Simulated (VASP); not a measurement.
# CdOs with AM05: from relaxation to properties

Wanted: the relaxed cell of CdOs and its properties. The steps: relaxing cell and atoms (AM05), second relaxation, single point with fields (AM05), bands along the symmetry lines (AM05), total and projected DOS (AM05) and band structure (AM05 + SOC). The cell is invented: it takes the structure of COD entry 1524979, CdPd (space group 123 there), with some of its atoms replaced by other elements, volume scaled by an estimate. It may not be a known or stable phase.

Calculated with VASP 6.6.1; AM05; plane waves and PAW (Os, Cd), in the first sound run; inputs show where later runs differ.

**1. The starting structure**

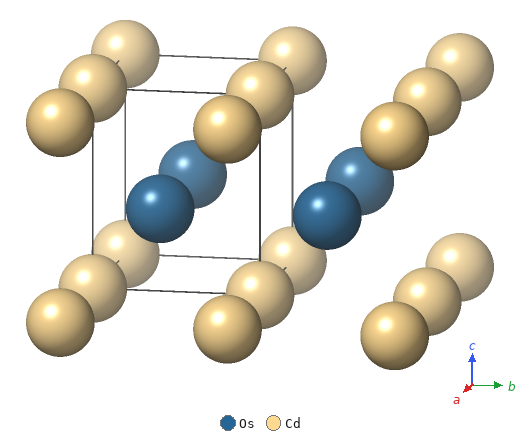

The starting structure, seen slightly off an axis (osmium blue, cadmium orange). 2×2×1 cells are drawn. Some periodic images of atoms are drawn too.

As a file:

```xyz
2
Lattice="3.0249 0.0000 0.0000 0.0000 3.0249 0.0000 0.0000 0.0000 3.6278" Properties=species:S:1:pos:R:3 pbc="T T T"
Os    1.5125    1.5125    1.8139
Cd    0.0000    0.0000    0.0000
```

**2. Relaxing cell and atoms (AM05)**

The start need not lie at this functional's minimum. ISIF = 3 frees volume, shape and positions, and EDIFFG sets the threshold on forces and stress at which the search stops. AM05 is built from the electron gas and the surface model, and does well on lattice constants.

INCAR

```
SYSTEM = CdOs
PREC = Accurate
ENCUT = 400
EDIFF = 1E-06
NELM = 100
ISMEAR = 1
SIGMA = 0.2
LREAL = .FALSE.
ALGO = Normal
GGA = AM
LORBIT = 11
LWAVE = .FALSE.
LCHARG = .FALSE.
IBRION = 2
NSW = 60
ISIF = 3
EDIFFG = -0.01
```

POSCAR

```
CdOs
1.0
    3.0249450000      0.0000000000      0.0000000000
    0.0000000000      3.0249450000      0.0000000000
    0.0000000000      0.0000000000      3.6278150000
Os Cd
1 1
Direct
    0.5000000000      0.5000000000      0.5000000000
    0.0000000000      0.0000000000      0.0000000000
```

KPOINTS

```
Automatic mesh
0
Gamma
9 9 7
0 0 0
```

Potentials, in the order of the species: Os and Cd (PBE family, release 64).

Command:

```console
$ mpirun -np 1 vasp_std
```

Output:

```text
[banner, memory and clock lines left out]
running    1 mpi-ranks, on    1 nodes
 distrk:  each k-point on    1 cores,    1 groups
 distr:  one band on    1 cores,    1 groups

 POSCAR found type information on POSCAR OsCd
 POSCAR found :  2 types and       2 ions
|                                                                             |
|               ----> ADVICE to this user running VASP <----                  |
|                                                                             |
|     You enforced a specific xc type in the INCAR file but a different       |
|     [... a line on the potential file left out ...]
|     I HOPE YOU KNOW WHAT YOU ARE DOING!                                     |
|                                                                             |

 LDA part: xc-table for (Slater+PW92), standard interpolation
 POSCAR, INCAR and KPOINTS ok, starting setup
 FFT: planning ... GRIDC
 FFT: planning ... GRID_SOFT
 FFT: planning ... GRID
 WAVECAR not read
 entering main loop
       N       E                     dE             d eps       ncg     rms          rms(c)
DAV:   1     0.115128548709E+03    0.11513E+03   -0.93378E+03  1728   0.116E+03
DAV:   2    -0.728614476789E+01   -0.12241E+03   -0.11770E+03  1788   0.352E+02
DAV:   3    -0.113322371231E+02   -0.40461E+01   -0.39417E+01  2010   0.624E+01
DAV:   4    -0.113603919538E+02   -0.28155E-01   -0.28022E-01  1896   0.457E+00
DAV:   5    -0.113604991644E+02   -0.10721E-03   -0.10721E-03  2028   0.282E-01    0.127E+01
DAV:   6    -0.108509338986E+02    0.50957E+00   -0.10858E+00  1854   0.126E+01    0.716E+00
DAV:   7    -0.107796666976E+02    0.71267E-01   -0.17577E-01  1974   0.493E+00    0.292E+00
DAV:   8    -0.107726501652E+02    0.70165E-02   -0.23560E-02  1848   0.222E+00    0.423E-01
DAV:   9    -0.107725143071E+02    0.13586E-03   -0.54009E-04  1886   0.228E-01    0.768E-02
DAV:  10    -0.107725283778E+02   -0.14071E-04   -0.25863E-05  1890   0.511E-02    0.214E-02
DAV:  11    -0.107725318031E+02   -0.34253E-05   -0.45977E-06  1872   0.237E-02    0.364E-03
DAV:  12    -0.107725320594E+02   -0.25633E-06   -0.22582E-07   894   0.507E-03
   1 F= -.10772532E+02 E0= -.10770026E+02  d E =-.107725E+02
 curvature:   0.00 expect dE= 0.000E+00 dE for cont linesearch  0.000E+00
 trial: gam= 0.00000 g(F)=  0.000E+00 g(S)=  0.111E+00 ort = 0.000E+00 (trialstep = 0.100E+01)
 search vector abs. value=  0.111E+00
 bond charge predicted
       N       E                     dE             d eps       ncg     rms          rms(c)
DAV:   1    -0.121729407856E+02   -0.14004E+01   -0.28819E+01  1716   0.717E+01    0.859E+00
DAV:   2    -0.108445058037E+02    0.13284E+01   -0.35189E+00  1722   0.362E+01    0.422E+00
DAV:   3    -0.107485110979E+02    0.95995E-01   -0.45274E-01  1956   0.697E+00    0.125E+00
DAV:   4    -0.107402910110E+02    0.82201E-02   -0.12018E-02  1840   0.157E+00    0.947E-01
DAV:   5    -0.107377778007E+02    0.25132E-02   -0.89693E-03  1824   0.961E-01    0.128E-01
DAV:   6    -0.107376903073E+02    0.87493E-04   -0.70522E-04  1932   0.328E-01    0.903E-02
DAV:   7    -0.107377183763E+02   -0.28069E-04   -0.52965E-05  1884   0.131E-01    0.263E-02
DAV:   8    -0.107377215714E+02   -0.31951E-05   -0.10595E-05  1854   0.441E-02    0.338E-03
DAV:   9    -0.107377215812E+02   -0.97705E-08   -0.14913E-07   888   0.550E-03
   2 F= -.10737722E+02 E0= -.10735279E+02  d E =0.348105E-01
[... from here on, the cycles between the ionic steps are left out ...]
   3 F= -.10795310E+02 E0= -.10792715E+02  d E =-.227783E-01
   4 F= -.10816759E+02 E0= -.10814711E+02  d E =-.214487E-01
   5 F= -.10908789E+02 E0= -.10907990E+02  d E =-.113478E+00
   6 F= -.11047040E+02 E0= -.11046356E+02  d E =-.251730E+00
   7 F= -.11033969E+02 E0= -.11033306E+02  d E =-.238658E+00
   8 F= -.11044330E+02 E0= -.11043627E+02  d E =-.249020E+00
   9 F= -.11047245E+02 E0= -.11046536E+02  d E =-.291480E-02
  10 F= -.11053592E+02 E0= -.11052922E+02  d E =-.926200E-02
  11 F= -.11054966E+02 E0= -.11054578E+02  d E =-.106354E-01
  12 F= -.11056290E+02 E0= -.11055786E+02  d E =-.119594E-01
  13 F= -.11062042E+02 E0= -.11061522E+02  d E =-.575216E-02
  14 F= -.11077019E+02 E0= -.11076447E+02  d E =-.207296E-01
  15 F= -.11097129E+02 E0= -.11096449E+02  d E =-.408393E-01
  16 F= -.11101163E+02 E0= -.11100271E+02  d E =-.448728E-01
 curvature:  -0.05 expect dE=-0.106E-02 dE for cont linesearch -0.981E-03
 ZBRENT: bracketing found
 ZBRENT: interpolating
 opt :   0.3163  next Energy=   -11.104966 (dE=-0.487E-01)
 bond charge predicted
       N       E                     dE             d eps       ncg     rms          rms(c)
DAV:   1    -0.111347851587E+02   -0.33622E-01   -0.66431E-01  1710   0.106E+01    0.124E+00
DAV:   2    -0.111075985448E+02    0.27187E-01   -0.63736E-02  1806   0.418E+00    0.553E-01
DAV:   3    -0.111052985772E+02    0.23000E-02   -0.70552E-03  1998   0.102E+00    0.313E-01
DAV:   4    -0.111050736366E+02    0.22494E-03   -0.45549E-04  1752   0.216E-01    0.126E-01
DAV:   5    -0.111050338403E+02    0.39796E-04   -0.65091E-05  1878   0.820E-02    0.161E-02
DAV:   6    -0.111050348112E+02   -0.97095E-06   -0.63314E-06  1824   0.319E-02
  17 F= -.11105035E+02 E0= -.11104225E+02  d E =-.487450E-01
 curvature:  -0.18 expect dE=-0.388E-05 dE for cont linesearch -0.289E-05
 trial: gam= 0.00000 g(F)=  0.195E-61 g(S)=  0.210E-04 ort =-0.234E-02 (trialstep = 0.780E-01)
 search vector abs. value=  0.210E-04
 reached required accuracy - stopping structural energy minimisation
```

The job ended after 1.9 min (1 MPI rank of Intel Xeon Platinum 8488C (Sapphire Rapids), shared host; peak memory 0.15 GiB).

The logs omit lines about the potential files and the build; timing stands in the text.

OUTCAR, selected parts (step 2):

```text
ion  position               nearest neighbor table
   1  0.500  0.500  0.500-   2 2.80   2 2.80   2 2.80   2 2.80   2 2.80   2 2.80   2 2.80   2 2.80

  LATTYP: Found a simple tetragonal cell.
 ALAT       =     3.0249450000
 C/A-ratio  =     1.1992994914

 Subroutine GETGRP returns: Found 16 space group operations
 (whereof 16 operations were pure point group operations)

The static configuration has the point symmetry D_4h.

 Found     60 irreducible k-points:

   k-points           NKPTS =     60   k-points in BZ     NKDIM =     60   number of bands    NBANDS=     14

   dimension x,y,z NGX =    20 NGY =   20 NGZ =   24
   dimension x,y,z NGXF=    40 NGYF=   40 NGZF=   48

   ENCUT  =  400.0 eV  29.40 Ry    5.42 a.u.   4.93  4.93  5.92*2*pi/ulx,y,z

   NELECT =      20.0000    total number of electrons

 k-points in reciprocal lattice and weights: Automatic mesh
   0.00000000  0.00000000  0.00000000       0.002
   0.11111111  0.00000000  0.00000000       0.007
   0.22222222  0.00000000  0.00000000       0.007
   0.33333333  0.00000000  0.00000000       0.007
   0.44444444  0.00000000  0.00000000       0.007
   0.11111111  0.11111111  0.00000000       0.007
   0.22222222  0.11111111  0.00000000       0.014
   0.33333333  0.11111111  0.00000000       0.014
   0.44444444  0.11111111  0.00000000       0.014
[...]
0.44444444  0.33333333  0.42857143       0.028
   0.44444444  0.44444444  0.42857143       0.014

 average (electrostatic) potential at core
       1 -45.8606       2 -36.0442

 E-fermi :   5.7312

 k-point     1 :       0.0000    0.0000    0.0000
  band No.  band energies     occupation
    ...
      5      -2.6726      2.00000
      6      -2.2467      2.00000
      7       1.4531      2.00000
      8       1.7442      2.00000
      9       4.8926      2.00000
     10       6.1653     -0.00888
     11       6.1653     -0.00888
     12       7.4248     -0.00000
     13      11.1543      0.00000
     14      17.0486      0.00000

 k-point     2 :       0.1111    0.0000    0.0000
  band No.  band energies     occupation
    ...
      5      -2.6504      2.00000
      6      -2.3350      2.00000
      7       1.6018      2.00000
      8       2.0294      2.00000
      9       4.0214      2.00000
     10       6.1771     -0.00711
     11       7.0622     -0.00000
     12       7.2093     -0.00000
     13      11.0535      0.00000
     14      15.3380      0.00000

 k-point     3 :       0.2222    0.0000    0.0000
  band No.  band energies     occupation
    ...
      5      -2.5947      2.00000
      6      -2.5533      2.00000
      7       1.7653      2.00000
      8       2.8964      2.00000
      9       3.0336      2.00000
     10       6.2070     -0.00391
     11       6.2631     -0.00110
     12       8.9162     -0.00000
     13      10.5876      0.00000
     14      12.8609      0.00000

  Total       -0.0193730     -0.0193730      0.0109779      0.0000000      0.0000000     -0.0000000
  in kB       -0.9547635     -0.9547635      0.5410250      0.0000000      0.0000000     -0.0000000
  external PRESSURE =      -0.4561673 kB  Pullay stress =       0.0000000 kB

  energy-cutoff  :      400.00
  volume of cell :       32.51
      direct lattice vectors                 reciprocal lattice vectors
     2.730585930  0.000000000  0.000000000     0.366221765  0.000000000 -0.000000000
     0.000000000  2.730585930  0.000000000     0.000000000  0.366221765 -0.000000000
     0.000000000  0.000000000  4.360144629    -0.000000000 -0.000000000  0.229350190

 POSITION                                       TOTAL-FORCE (eV/Angst)
 -----------------------------------------------------------------------------------
      1.36529      1.36529      2.18007         0.000000      0.000000      0.000000
      0.00000      0.00000      0.00000        -0.000000     -0.000000      0.000000
 -----------------------------------------------------------------------------------
    total drift:                                0.000000      0.000000     -0.000000

  FREE ENERGIE OF THE ION-ELECTRON SYSTEM (eV)
  ---------------------------------------------------
  free  energy   TOTEN  =       -11.1050348112 eV

  energy  without entropy=      -11.1026043105  energy(sigma->0) =      -11.10422464

 reached required accuracy - stopping structural energy minimisation

 total charge
# of ion       s       p       d       tot
------------------------------------------
    1        0.591   0.488   5.990   7.069
    2        0.502   0.473   9.504  10.479
--------------------------------------------------
tot          1.093   0.961  15.494  17.548

[... 3 further parts left out ...]
```

CONTCAR:

```
CdOs
   1.00000000000000
     2.7305859304673947    0.0000000000000000    0.0000000000000000
     0.0000000000000000    2.7305859304673947    0.0000000000000000
     0.0000000000000000    0.0000000000000001    4.3601446286283583
  Os              Cd
     1     1
Direct
     0.5000000000000000    0.5000000000000000    0.5000000000000000
     0.0000000000000000    0.0000000000000000    0.0000000000000000
```

The k-mesh is coarse for a metal. The PAW data sets were made with PBE, which is usual practice but a small mismatch for other functionals. The run keeps the 16 symmetry operations of its start, so it cannot find a distortion of lower symmetry.

Relaxation path:

```tsv
step	energy less that of the first step (eV)	largest force (eV/Å)	pressure (GPa)	volume (Å³)
1	0.0000	0.0000	-5.58	33.20
2	0.0348	0.0000	13.36	30.49
3	-0.0228	0.0000	0.82	32.11
4	-0.0442	0.0000	1.27	32.05
5	-0.1363	0.0000	3.20	31.79
6	-0.2745	0.0000	11.37	30.91
7	-0.2614	0.0000	13.56	30.72
8	-0.2718	0.0000	12.07	30.85
9	-0.2747	0.0000	11.89	30.88
10	-0.2811	0.0000	11.32	30.97
11	-0.2824	0.0000	10.37	31.16
12	-0.2838	0.0000	10.72	31.09
13	-0.2895	0.0000	10.00	31.17
14	-0.3045	0.0000	7.94	31.42
15	-0.3246	0.0000	4.08	31.91
16	-0.3286	0.0000	-2.64	32.92
17	-0.3325	0.0000	-0.05	32.51
```

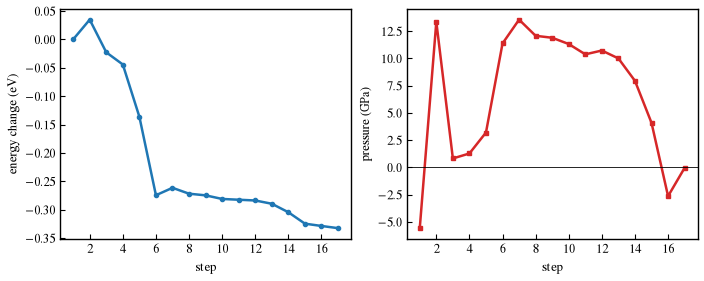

Energy and pressure along the relaxation.

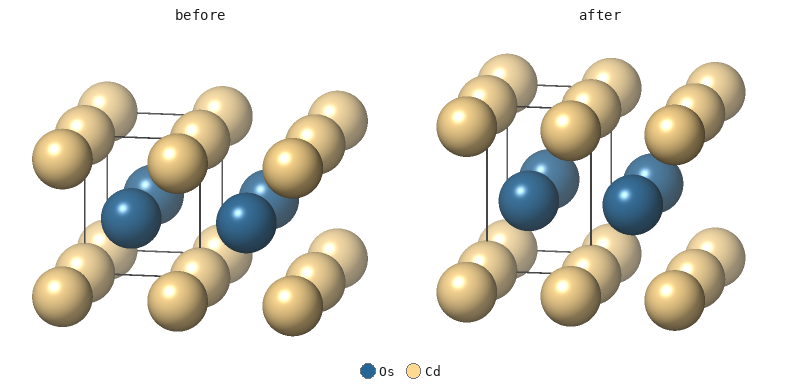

Before and after, at one scale.

```tsv
cell as run	before	after	change
a (Å)	3.025	2.731	-9.7 %
b (Å)	3.025	2.731	-9.7 %
c (Å)	3.628	4.360	+20.2 %
volume (Å³/atom)	16.60	16.25	-2.1 %
```

The relaxed structure:

```xyz
2
Lattice="2.7306 0.0000 0.0000 0.0000 2.7306 0.0000 0.0000 0.0000 4.3601" Properties=species:S:1:pos:R:3 pbc="T T T"
Os    1.3653    1.3653    2.1801
Cd    0.0000    0.0000    0.0000
```

This step gave:

| Property | Result |
| --- | --- |
| electrons | 20 |
| bands | 14 |
| irreducible k-points | 60 |
| symmetry operations | 16 |
| free energy (TOTEN) | -11.11 eV |
| energy at zero smearing | -11.10 eV |
| Fermi energy | 5.731 eV |
| pressure | -0.04562 GPa |
| metallic | yes |
| SCF cycles over all ionic steps | 118 |

It ends with forces that vanish by symmetry and a pressure of -0.05 GPa.

(Continued in part 2 of 3.)

[Lines on the potential files, build, host, timing and source positions are cut from VASP's logs without a mark.]

[Logs are printed without paths, hosts, clocks, repeated set-up lines and the standing remarks that a program may print on its own settings, such as how far it seeks lower states.]

[Hosts, paths, dates, database ids (printed as entryN), source tags and the programs' standing remarks are cut or masked in the printed files.]

[A measured line is paired with the nearest computed mode of its activity, which favours agreement.]

[In band tables of VASP the shares of atoms and orbitals are scaled to a sum of 1 inside the atoms' spheres.]
